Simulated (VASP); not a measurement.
# 1T-PtSe2 monolayer under biaxial strain, part 6 of 7

Aim: strain 1T-PtSe2 monolayer in both directions of its plane and follow energy, thickness and gap.

VASP 6.6.1, plane waves and PAW; the level of theory is named at each step.

So far. Step 15 (Strained, atoms relaxed, biaxial strain 0.01): The run ended after 3 ionic steps, 0.005 eV below its first step, once the forces on the free atoms met EDIFFG = -0.015.

## 16. Strained, levels with spin-orbit coupling, biaxial strain 0.01

This step: PBE with D3(BJ), spin-orbit coupling; plane waves and PAW (Pt, Se) (VASP 6.6.1).

INCAR reads:

```
SYSTEM = PtSe2
PREC = Normal
ENCUT = 350
EDIFF = 1E-06
NELM = 120
ISMEAR = 0
SIGMA = 0.03
LREAL = .FALSE.
ALGO = Fast
GGA = PE
IVDW = 12
LNONCOLLINEAR = .TRUE.
MAGMOM = 0 0 0 0 0 0 0 0 0
NBANDS = 34
GGA_COMPAT = .FALSE.
LASPH = .TRUE.
LSORBIT = .TRUE.
LMAXMIX = 4
LWAVE = .FALSE.
LCHARG = .FALSE.
KPAR = 4
IDIPOL = 3
LDIPOL = .TRUE.
DIPOL = 0.5 0.5 0.5
LVHAR = .TRUE.
LVACPOTAV = .TRUE.
```

POSCAR reads:

```
PtSe2
1.0
    3.7398652871      0.0000000000      0.0000000000
   -1.8699326436      3.2388183454      0.0000000000
    0.0000000000      0.0000000000     22.0000000000
Pt Se
1 2
Direct
    0.0000000000      0.0000000000      0.5000000000
    0.3333333333      0.6666666667      0.4405727758
    0.6666666667      0.3333333333      0.5594272242
```

KPOINTS reads:

```
Automatic mesh
0
Gamma
9 9 1
0 0 0
```

KPOINTS_OPT reads:

```
Line mode
14
Line-mode
Reciprocal
  0.00000000   0.00000000   0.00000000 GAMMA
  0.50000000   0.00000000   0.00000000 M

  0.50000000   0.00000000   0.00000000 M
  0.33333333   0.33333333   0.00000000 K

  0.33333333   0.33333333   0.00000000 K
  0.00000000   0.00000000   0.00000000 GAMMA
```

Potentials, in the order of the species: Pt and Se (PBE family, release 64).

Run with:

```sh
$ mpirun -np 4 vasp_ncl
```

What it wrote:

```text
[... set-up lines as in an earlier step ...]
 entering main loop
       N       E                     dE             d eps       ncg     rms          rms(c)
DAV:   1     0.146192962933E+03    0.14619E+03   -0.58784E+03   856   0.693E+02
DAV:   2     0.217617641185E+01   -0.14402E+03   -0.13498E+03  1184   0.161E+02
DAV:   3    -0.152478375095E+02   -0.17424E+02   -0.17178E+02  1044   0.631E+01
DAV:   4    -0.155820973937E+02   -0.33426E+00   -0.33295E+00   998   0.994E+00
[...]
RMM:  20    -0.146944256190E+02   -0.33495E-05   -0.12305E-07   578   0.145E-03    0.398E-04
RMM:  21    -0.146944277738E+02   -0.21548E-05   -0.77980E-08   514   0.113E-03    0.157E-04
RMM:  22    -0.146944286887E+02   -0.91493E-06   -0.50625E-08   475   0.101E-03
 [... a notice as in an earlier step ...]

   1 F= -.15577079E+02 E0= -.15577079E+02  d E =-.522895E-13  mag=    -0.0000    -0.0000     0.0000
 Start KPOINTS_OPT (optional k-point list driver)
k-point batch [1-12\42]
       N       E                     dE             ncg
DAV:   1    -0.142655694071E+03   -0.24887E+04      840
DAV:   2    -0.181294393534E+04   -0.16703E+04     1108
DAV:   3    -0.204612765480E+04   -0.23318E+03     1068
DAV:   4    -0.205136652809E+04   -0.52389E+01      954
DAV:   5    -0.205148596511E+04   -0.11944E+00     1042
DAV:   6    -0.205149020769E+04   -0.42426E-02     1110
DAV:   7    -0.205149029911E+04   -0.91413E-04     1084
DAV:   8    -0.205149030413E+04   -0.50225E-05      990
DAV:   9    -0.205149030433E+04   -0.20676E-06      754
[...]
k-point batch [37-42\42]
       N       E                     dE             ncg
DAV:   1     0.261600619932E+04   -0.36912E+03      408
DAV:   2     0.178204169243E+04   -0.83396E+03      532
DAV:   3     0.164942914766E+04   -0.13261E+03      552
DAV:   4     0.164609304504E+04   -0.33361E+01      456
DAV:   5     0.164601065564E+04   -0.82389E-01      562
DAV:   6     0.164600791493E+04   -0.27407E-02      562
DAV:   7     0.164600785093E+04   -0.64000E-04      596
DAV:   8     0.164600784864E+04   -0.22815E-05      500
DAV:   9     0.164600784851E+04   -0.13630E-06      434
```

It took 76 s on 4 MPI ranks of AMD EPYC 7R43, shared host; peak memory 1.6 GiB; 5 min of CPU time.

Parts of OUTCAR (step 16):

```text
 Edisp (eV)   -0.88265

  Total      -0.66155    -0.66155    -0.04106     0.00000     0.00000    -0.00000
  in kB      -3.97750    -3.97750    -0.24684     0.00000     0.00000    -0.00000
  external pressure =       -2.73 kB  Pullay stress =        0.00 kB

 POSITION                                       TOTAL-FORCE (eV/Angst)
 -----------------------------------------------------------------------------------
      0.00000      0.00000     11.00000        -0.000000      0.000000      0.000000
     -0.00000      2.15921      9.69260         0.000000      0.000000     -0.018720
      1.86993      1.07961     12.30740        -0.000000     -0.000000      0.018720
 -----------------------------------------------------------------------------------
    total drift:                                0.000000     -0.000000      0.000000

  FREE ENERGIE OF THE ION-ELECTRON SYSTEM (eV)
  ---------------------------------------------------
  free  energy   TOTEN  =       -15.5770792174 eV

  energy  without entropy=      -15.5770792174  energy(sigma->0) =      -15.57707922

[... 2 parts as in an earlier step ...]

[... 1 further part left out ...]
[key lines of the parts left out:]
E-fermi :  -2.8402
```

On-site spin-orbit energy by atom:

```csv
atom,on-site spin-orbit energy (eV)
Pt1,-0.738
Se2,-0.030
Se3,-0.030
```

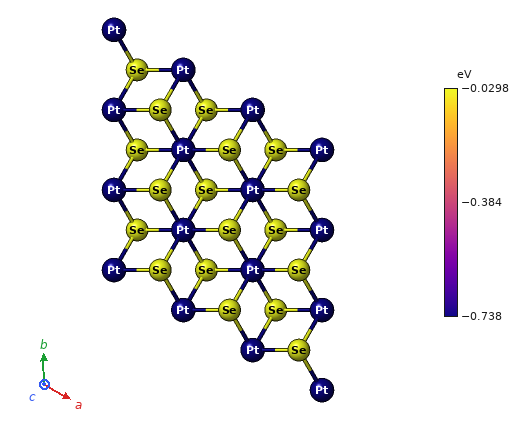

Atoms coloured by on-site spin-orbit energy. 3×3×1 cells are drawn. Some periodic images of atoms are drawn too.

## 17. Strained, atoms relaxed, biaxial strain 0.02

This step: PBE with D3(BJ); plane waves and PAW (Pt, Se) (VASP 6.6.1).

INCAR reads:

```
SYSTEM = PtSe2
PREC = Normal
ENCUT = 350
EDIFF = 1E-06
NELM = 120
ISMEAR = 0
SIGMA = 0.03
LREAL = .FALSE.
ALGO = Fast
GGA = PE
IVDW = 12
NBANDS = 17
LASPH = .TRUE.
LORBIT = 11
LWAVE = .FALSE.
LCHARG = .FALSE.
KPAR = 4
IBRION = 2
NSW = 30
ISIF = 2
EDIFFG = -0.015
POTIM = 0.4
MAXMIX = 40
IDIPOL = 3
LDIPOL = .TRUE.
DIPOL = 0.5 0.5 0.5
```

POSCAR reads:

```
PtSe2
1.0
    3.7768936563      0.0000000000      0.0000000000
   -1.8884468282      3.2708858537      0.0000000000
    0.0000000000      0.0000000000     22.0000000000
Pt Se
1 2
Direct
    0.0000000000      0.0000000000      0.5000000000
    0.3333333333      0.6666666667      0.4396979050
    0.6666666667      0.3333333333      0.5603020950
```

KPOINTS is that of step 16.

Run with:

```sh
$ mpirun -np 4 vasp_std
```

What it wrote:

```text
[... set-up lines as in an earlier step ...]
 entering main loop
       N       E                     dE             d eps       ncg     rms          rms(c)
DAV:   1     0.145504783522E+03    0.14550E+03   -0.60458E+03   408   0.688E+02
DAV:   2    -0.795218990153E+00   -0.14630E+03   -0.13978E+03   627   0.151E+02
DAV:   3    -0.148978394693E+02   -0.14103E+02   -0.14022E+02   473   0.598E+01
DAV:   4    -0.151240218856E+02   -0.22618E+00   -0.22591E+00   539   0.866E+00
[...]
RMM:  18    -0.142783161279E+02   -0.68556E-05   -0.47578E-07   271   0.311E-03    0.681E-04
RMM:  19    -0.142783203734E+02   -0.42455E-05   -0.21507E-07   198   0.181E-03    0.553E-04
RMM:  20    -0.142783212636E+02   -0.89025E-06   -0.77632E-08   159   0.142E-03
   1 F= -.15140254E+02 E0= -.15140254E+02  d E =-.151403E+02
[...]
2 F= -.15152304E+02 E0= -.15152304E+02  d E =-.120499E-01
[...]
3 F= -.15158527E+02 E0= -.15158527E+02  d E =-.182730E-01
[...]
4 F= -.15158551E+02 E0= -.15158551E+02  d E =-.182970E-01
[...]
reached required accuracy - stopping structural energy minimisation
```

Wall time 22 s (4 MPI ranks); peak memory 0.71 GiB.

From OUTCAR (step 17):

```text
 Edisp (eV)   -0.86752

 Edisp (eV)   -0.86773

  Total      -1.38205    -1.38205    -0.08579     0.00000     0.00000     0.00000
  in kB      -8.14727    -8.14727    -0.50571     0.00000     0.00000     0.00000
  external pressure =       -5.60 kB  Pullay stress =        0.00 kB

 POSITION                                       TOTAL-FORCE (eV/Angst)
 -----------------------------------------------------------------------------------
      3.77689      0.00000     11.00000        -0.000000      0.000000      0.000000
     -0.00000      2.18059      9.71419         0.000000     -0.000000     -0.002575
      1.88845      1.09030     12.28581        -0.000000      0.000000      0.002575
 -----------------------------------------------------------------------------------
    total drift:                                0.000000     -0.000000      0.000000

  FREE ENERGIE OF THE ION-ELECTRON SYSTEM (eV)
  ---------------------------------------------------
  free  energy   TOTEN  =       -15.1585512231 eV

  energy  without entropy=      -15.1585512230  energy(sigma->0) =      -15.15855122

[... 2 parts as in an earlier step ...]

[... 2 further parts left out ...]
[key lines of the parts left out:]
E-fermi :  -3.1523
```

The run ended after 4 ionic steps, 0.018 eV below its first step, once the forces on the free atoms met EDIFFG = -0.015.

## 18. Strained, levels with spin-orbit coupling, biaxial strain 0.02

This step: PBE with D3(BJ), spin-orbit coupling; plane waves and PAW (Pt, Se) (VASP 6.6.1).

INCAR reads:

```
SYSTEM = PtSe2
PREC = Normal
ENCUT = 350
EDIFF = 1E-06
NELM = 120
ISMEAR = 0
SIGMA = 0.03
LREAL = .FALSE.
ALGO = Fast
GGA = PE
IVDW = 12
LNONCOLLINEAR = .TRUE.
MAGMOM = 0 0 0 0 0 0 0 0 0
NBANDS = 34
GGA_COMPAT = .FALSE.
LASPH = .TRUE.
LSORBIT = .TRUE.
LMAXMIX = 4
LWAVE = .FALSE.
LCHARG = .FALSE.
KPAR = 4
IDIPOL = 3
LDIPOL = .TRUE.
DIPOL = 0.5 0.5 0.5
LVHAR = .TRUE.
LVACPOTAV = .TRUE.
```

POSCAR reads:

```
PtSe2
1.0
    3.7768936563      0.0000000000      0.0000000000
   -1.8884468282      3.2708858537      0.0000000000
    0.0000000000      0.0000000000     22.0000000000
Pt Se
1 2
Direct
    0.0000000000      0.0000000000      0.5000000000
    0.3333333333      0.6666666667      0.4415542310
    0.6666666667      0.3333333333      0.5584457690
```

KPOINTS is that of step 17.

KPOINTS_OPT is that of step 16.

Run with:

```sh
$ mpirun -np 4 vasp_ncl
```

What it wrote:

```text
[... set-up lines as in an earlier step ...]
 entering main loop
       N       E                     dE             d eps       ncg     rms          rms(c)
DAV:   1     0.150240869131E+03    0.15024E+03   -0.57603E+03   832   0.687E+02
DAV:   2     0.409335183717E+01   -0.14615E+03   -0.13394E+03  1148   0.160E+02
DAV:   3    -0.151963587151E+02   -0.19290E+02   -0.19024E+02  1032   0.663E+01
DAV:   4    -0.155804325547E+02   -0.38407E+00   -0.38212E+00  1024   0.106E+01
[...]
RMM:  20    -0.146904600732E+02   -0.37863E-05   -0.15388E-07   624   0.149E-03    0.349E-04
RMM:  21    -0.146904618468E+02   -0.17735E-05   -0.62002E-08   489   0.107E-03    0.181E-04
RMM:  22    -0.146904628273E+02   -0.98054E-06   -0.48916E-08   487   0.102E-03
 [... a notice as in an earlier step ...]

   1 F= -.15558190E+02 E0= -.15558190E+02  d E =-.805009E-21  mag=     0.0000     0.0000    -0.0000
 Start KPOINTS_OPT (optional k-point list driver)
k-point batch [1-12\42]
       N       E                     dE             ncg
DAV:   1    -0.123911988360E+03   -0.25062E+04      840
DAV:   2    -0.182071927737E+04   -0.16968E+04     1178
DAV:   3    -0.205639180596E+04   -0.23567E+03     1016
DAV:   4    -0.206179997004E+04   -0.54082E+01     1032
DAV:   5    -0.206190329186E+04   -0.10332E+00     1046
DAV:   6    -0.206190730471E+04   -0.40128E-02     1146
DAV:   7    -0.206190739154E+04   -0.86828E-04     1100
DAV:   8    -0.206190739484E+04   -0.33057E-05     1022
DAV:   9    -0.206190739495E+04   -0.10866E-06      710
[...]
k-point batch [37-42\42]
       N       E                     dE             ncg
DAV:   1     0.253322001270E+04   -0.37379E+03      424
DAV:   2     0.171706039755E+04   -0.81616E+03      556
DAV:   3     0.160016136933E+04   -0.11690E+03      522
DAV:   4     0.159737834833E+04   -0.27830E+01      508
DAV:   5     0.159730265782E+04   -0.75691E-01      556
DAV:   6     0.159730044628E+04   -0.22115E-02      578
DAV:   7     0.159730038054E+04   -0.65739E-04      604
DAV:   8     0.159730037821E+04   -0.23309E-05      516
DAV:   9     0.159730037807E+04   -0.14038E-06      428
```

Wall time 83 s (4 MPI ranks); peak memory 1.7 GiB; 5.4 min of CPU time.

From OUTCAR (step 18):

```text
 Edisp (eV)   -0.86773

  Total      -1.31239    -1.31239    -0.00057     0.00000     0.00000     0.00000
  in kB      -7.73662    -7.73662    -0.00333     0.00000     0.00000     0.00000
  external pressure =       -5.16 kB  Pullay stress =        0.00 kB

 POSITION                                       TOTAL-FORCE (eV/Angst)
 -----------------------------------------------------------------------------------
      0.00000      0.00000     11.00000         0.000000      0.000000      0.000000
     -0.00000      2.18059      9.71419        -0.000000     -0.000000     -0.034625
      1.88845      1.09030     12.28581         0.000000      0.000000      0.034625
 -----------------------------------------------------------------------------------
    total drift:                                0.000000     -0.000000      0.000000

  FREE ENERGIE OF THE ION-ELECTRON SYSTEM (eV)
  ---------------------------------------------------
  free  energy   TOTEN  =       -15.5581895737 eV

  energy  without entropy=      -15.5581895737  energy(sigma->0) =      -15.55818957

[... 2 parts as in an earlier step ...]

[... 1 further part left out ...]
[key lines of the parts left out:]
E-fermi :  -2.9148
```

On-site spin-orbit energy by atom:

```csv
atom,on-site spin-orbit energy (eV)
Pt1,-0.737
Se2,-0.030
Se3,-0.030
```

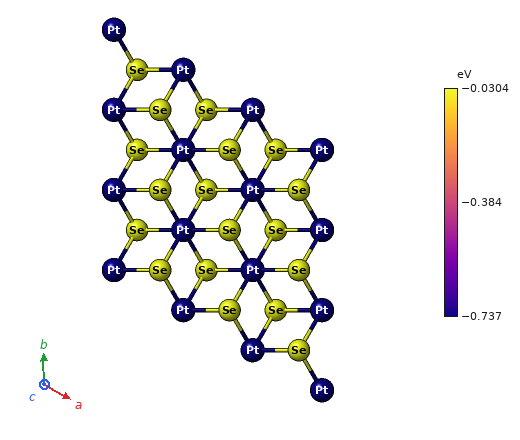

Atoms coloured by on-site spin-orbit energy. 3×3×1 cells are drawn. Some periodic images of atoms are drawn too.

## 19. Strained, atoms relaxed, biaxial strain 0.03

This step: PBE with D3(BJ); plane waves and PAW (Pt, Se) (VASP 6.6.1).

INCAR reads:

```
SYSTEM = PtSe2
PREC = Normal
ENCUT = 350
EDIFF = 1E-06
NELM = 120
ISMEAR = 0
SIGMA = 0.03
LREAL = .FALSE.
ALGO = Fast
GGA = PE
IVDW = 12
NBANDS = 17
LASPH = .TRUE.
LORBIT = 11
LWAVE = .FALSE.
LCHARG = .FALSE.
KPAR = 4
IBRION = 2
NSW = 30
ISIF = 2
EDIFFG = -0.015
POTIM = 0.4
MAXMIX = 40
IDIPOL = 3
LDIPOL = .TRUE.
DIPOL = 0.5 0.5 0.5
```

POSCAR reads:

```
PtSe2
1.0
    3.8139220254      0.0000000000      0.0000000000
   -1.9069610128      3.3029533621      0.0000000000
    0.0000000000      0.0000000000     22.0000000000
Pt Se
1 2
Direct
    0.0000000000      0.0000000000      0.5000000000
    0.3333333333      0.6666666667      0.4396979050
    0.6666666667      0.3333333333      0.5603020950
```

KPOINTS is that of step 18.

Run with:

```sh
$ mpirun -np 4 vasp_std
```

What it wrote:

```text
[... set-up lines as in an earlier step ...]
 entering main loop
       N       E                     dE             d eps       ncg     rms          rms(c)
DAV:   1     0.141002503497E+03    0.14100E+03   -0.59547E+03   408   0.686E+02
DAV:   2    -0.711909434895E+00   -0.14171E+03   -0.13698E+03   610   0.149E+02
DAV:   3    -0.148863743807E+02   -0.14174E+02   -0.14080E+02   514   0.598E+01
DAV:   4    -0.150885722538E+02   -0.20220E+00   -0.20185E+00   522   0.823E+00
[...]
RMM:  19    -0.142431379216E+02   -0.26876E-05   -0.18827E-07   200   0.184E-03    0.675E-04
RMM:  20    -0.142431393563E+02   -0.14347E-05   -0.76136E-08   161   0.148E-03    0.199E-04
RMM:  21    -0.142431395765E+02   -0.22025E-06   -0.28908E-08   148   0.135E-03
   1 F= -.15087612E+02 E0= -.15087612E+02  d E =-.150876E+02
[...]
2 F= -.15112550E+02 E0= -.15112550E+02  d E =-.249383E-01
[...]
3 F= -.15126705E+02 E0= -.15126705E+02  d E =-.390929E-01
[...]
4 F= -.15126745E+02 E0= -.15126745E+02  d E =-.391326E-01
[...]
reached required accuracy - stopping structural energy minimisation
```

It took 21 s on 4 MPI ranks; peak memory 0.75 GiB.

From OUTCAR (step 19):

```text
 Edisp (eV)   -0.85260

 Edisp (eV)   -0.85286

  Total      -2.04931    -2.04931    -0.08123     0.00000     0.00000     0.00000
  in kB     -11.84734   -11.84734    -0.46960     0.00000     0.00000     0.00000
  external pressure =       -8.05 kB  Pullay stress =        0.00 kB

 POSITION                                       TOTAL-FORCE (eV/Angst)
 -----------------------------------------------------------------------------------
      3.81392      0.00000     11.00000         0.000000      0.000000      0.000000
     -0.00000      2.20197      9.73427         0.000000     -0.000000     -0.002735
      1.90696      1.10098     12.26573        -0.000000      0.000000      0.002735
 -----------------------------------------------------------------------------------
    total drift:                                0.000000     -0.000000      0.000000

  FREE ENERGIE OF THE ION-ELECTRON SYSTEM (eV)
  ---------------------------------------------------
  free  energy   TOTEN  =       -15.1267447856 eV

  energy  without entropy=      -15.1267447856  energy(sigma->0) =      -15.12674479

[... 2 parts as in an earlier step ...]

[... 2 further parts left out ...]
[key lines of the parts left out:]
E-fermi :  -3.1617
```

The run ended after 4 ionic steps, 0.039 eV below its first step, once the forces on the free atoms met EDIFFG = -0.015.

## 20. Strained, levels with spin-orbit coupling, biaxial strain 0.03

This step: PBE with D3(BJ), spin-orbit coupling; plane waves and PAW (Pt, Se) (VASP 6.6.1).

INCAR reads:

```
SYSTEM = PtSe2
PREC = Normal
ENCUT = 350
EDIFF = 1E-06
NELM = 120
ISMEAR = 0
SIGMA = 0.03
LREAL = .FALSE.
ALGO = Fast
GGA = PE
IVDW = 12
LNONCOLLINEAR = .TRUE.
MAGMOM = 0 0 0 0 0 0 0 0 0
NBANDS = 34
GGA_COMPAT = .FALSE.
LASPH = .TRUE.
LSORBIT = .TRUE.
LMAXMIX = 4
LWAVE = .FALSE.
LCHARG = .FALSE.
KPAR = 4
IDIPOL = 3
LDIPOL = .TRUE.
DIPOL = 0.5 0.5 0.5
LVHAR = .TRUE.
LVACPOTAV = .TRUE.
```

POSCAR reads:

```
PtSe2
1.0
    3.8139220254      0.0000000000      0.0000000000
   -1.9069610128      3.3029533621      0.0000000000
    0.0000000000      0.0000000000     22.0000000000
Pt Se
1 2
Direct
    0.0000000000      0.0000000000      0.5000000000
    0.3333333333      0.6666666667      0.4424666802
    0.6666666667      0.3333333333      0.5575333198
```

KPOINTS is that of step 19.

KPOINTS_OPT is that of step 18.

Run with:

```sh
$ mpirun -np 4 vasp_ncl
```

What it wrote:

```text
[... set-up lines as in an earlier step ...]
 entering main loop
       N       E                     dE             d eps       ncg     rms          rms(c)
DAV:   1     0.150226008720E+03    0.15023E+03   -0.58171E+03   824   0.691E+02
DAV:   2     0.380518581675E+01   -0.14642E+03   -0.13304E+03  1220   0.160E+02
DAV:   3    -0.151451122349E+02   -0.18950E+02   -0.18665E+02  1012   0.657E+01
DAV:   4    -0.155651786462E+02   -0.42007E+00   -0.41832E+00  1056   0.110E+01
[...]
RMM:  21    -0.146735594377E+02   -0.17403E-05   -0.61397E-08   491   0.107E-03    0.211E-04
RMM:  22    -0.146735607194E+02   -0.12817E-05   -0.55637E-08   487   0.103E-03    0.950E-05
RMM:  23    -0.146735609366E+02   -0.21716E-06   -0.17755E-08   425   0.919E-04
 [... a notice as in an earlier step ...]

   1 F= -.15526423E+02 E0= -.15526423E+02  d E =-.119437E-10  mag=    -0.0000     0.0000    -0.0000
 Start KPOINTS_OPT (optional k-point list driver)
k-point batch [1-12\42]
       N       E                     dE             ncg
DAV:   1    -0.926494098308E+02   -0.24896E+04      816
DAV:   2    -0.181574520632E+04   -0.17231E+04     1156
DAV:   3    -0.206525672001E+04   -0.24951E+03     1044
DAV:   4    -0.207089749735E+04   -0.56408E+01     1024
DAV:   5    -0.207101118155E+04   -0.11368E+00     1030
DAV:   6    -0.207101523603E+04   -0.40545E-02     1130
DAV:   7    -0.207101534759E+04   -0.11156E-03     1084
DAV:   8    -0.207101535327E+04   -0.56809E-05     1006
DAV:   9    -0.207101535362E+04   -0.34338E-06      736
[...]
k-point batch [37-42\42]
       N       E                     dE             ncg
DAV:   1     0.250153074546E+04   -0.40928E+03      432
DAV:   2     0.169581688174E+04   -0.80571E+03      564
DAV:   3     0.158133958837E+04   -0.11448E+03      520
DAV:   4     0.157843279805E+04   -0.29068E+01      536
DAV:   5     0.157837818512E+04   -0.54613E-01      516
DAV:   6     0.157837577201E+04   -0.24131E-02      618
DAV:   7     0.157837572039E+04   -0.51615E-04      564
DAV:   8     0.157837571779E+04   -0.25988E-05      514
DAV:   9     0.157837571764E+04   -0.15615E-06      412
```

Wall time 82 s (4 MPI ranks); peak memory 1.7 GiB; 5.4 min of CPU time.

From OUTCAR (step 20):

```text
 Edisp (eV)   -0.85286

  Total      -1.97715    -1.97715     0.00337     0.00000     0.00000     0.00000
  in kB     -11.43020   -11.43020     0.01947     0.00000     0.00000     0.00000
  external pressure =       -7.61 kB  Pullay stress =        0.00 kB

 POSITION                                       TOTAL-FORCE (eV/Angst)
 -----------------------------------------------------------------------------------
      0.00000      0.00000     11.00000         0.000000      0.000000      0.000000
     -0.00000      2.20197      9.73427         0.000000     -0.000000     -0.035237
      1.90696      1.10098     12.26573        -0.000000      0.000000      0.035237
 -----------------------------------------------------------------------------------
    total drift:                                0.000000      0.000000      0.000000

  FREE ENERGIE OF THE ION-ELECTRON SYSTEM (eV)
  ---------------------------------------------------
  free  energy   TOTEN  =       -15.5264229342 eV

  energy  without entropy=      -15.5264229342  energy(sigma->0) =      -15.52642293

[... 2 parts as in an earlier step ...]

[... 1 further part left out ...]
[key lines of the parts left out:]
E-fermi :  -3.0959
```

On-site spin-orbit energy by atom:

```csv
atom,on-site spin-orbit energy (eV)
Pt1,-0.736
Se2,-0.031
Se3,-0.031
```

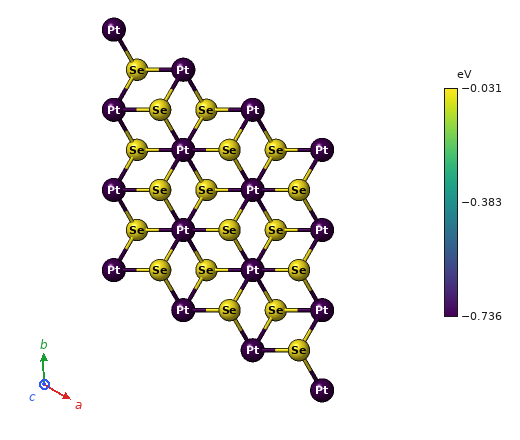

Atoms coloured by on-site spin-orbit energy. 3×3×1 cells are drawn. Some periodic images of atoms are drawn too.

(Part 6 of 7 ends here.)

[Lines on the potential files, build, host, timing and source positions are cut from VASP's logs without a mark.]

[Logs are printed without paths, hosts, clocks, repeated set-up lines and the standing remarks that a program may print on its own settings, such as how far it seeks lower states.]

[Hosts, paths, dates, database ids (printed as entryN), source tags and the programs' standing remarks are cut or masked in the printed files.]

[Runs that stopped without an error message from VASP are left out.]
